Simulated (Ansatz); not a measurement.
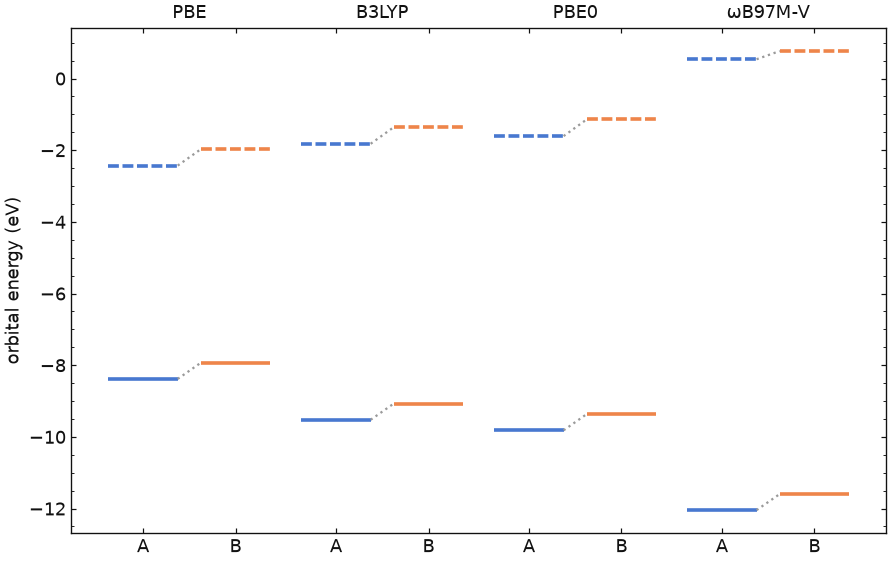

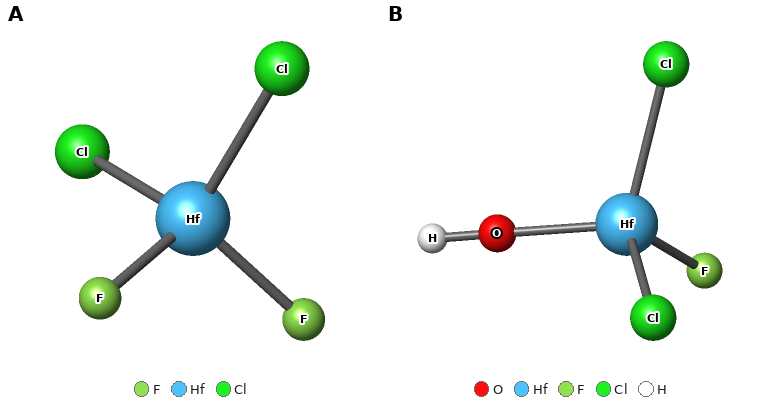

One change: A, HfCl₂F₂ (SMILES [F][Hf]([F])([Cl])[Cl]), becomes B, HfHOCl₂F (SMILES [OH][Hf]([F])([Cl])[Cl]). F on Hf is replaced by OH. HOMO (solid) and LUMO (dashed) computed in def2-TZVPP at PBE0-D4/def2-TZVP geometries, both minima by their frequencies, gas phase, the Ansatz code. Empty levels above zero depend strongly on the basis.

Q: What does the change do to HOMO and LUMO?

A: PBE: the HOMO rises by 0.45 eV, the LUMO rises by 0.46 eV, and the separation goes from 5.95 to 5.96 eV. B3LYP: the HOMO rises by 0.45 eV, the LUMO rises by 0.46 eV, and the separation goes from 7.70 to 7.71 eV. PBE0: the HOMO rises by 0.45 eV, the LUMO rises by 0.47 eV, and the separation goes from 8.21 to 8.22 eV. ωB97M-V: the HOMO rises by 0.45 eV, the LUMO rises by 0.23 eV, and the separation goes from 12.58 to 12.36 eV.

Q: Do the functionals agree on the effect?

A: They agree on the direction for both levels; the HOMO shift lies between 0.45 and 0.45 eV and the LUMO shift between 0.23 and 0.47 eV, while the separations themselves differ by up to 6.6 eV between functionals.

Caveats: core potentials past krypton; spin-orbit coupling is left out, and with Hf it can shift these values.
